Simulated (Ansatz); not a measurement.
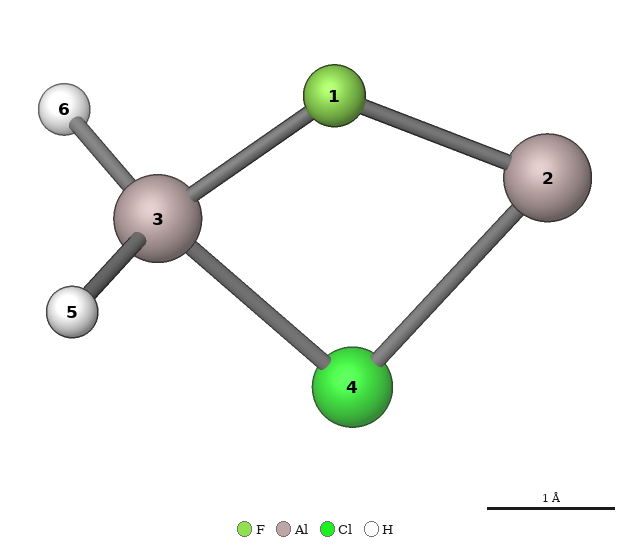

Atoms carry their numbers in the input. The geometry was computed by an optimisation with PBE0-D4/def2-TZVP. No frequency run is at hand to confirm it as a minimum.

What are the angles Al2–F1–Al3, F1–Al2–Cl4, F1–Al3–Cl4, F1–Al3–H5, Cl4–Al3–H5, H5–Al3–H6, Al2–Cl4–Al3?

```csv
angle,degrees
Al2–F1–Al3,114.4
F1–Al2–Cl4,78.1
F1–Al3–Cl4,86.7
F1–Al3–H5,108.1
Cl4–Al3–H5,110.4
H5–Al3–H6,126.0
Al2–Cl4–Al3,80.8
```
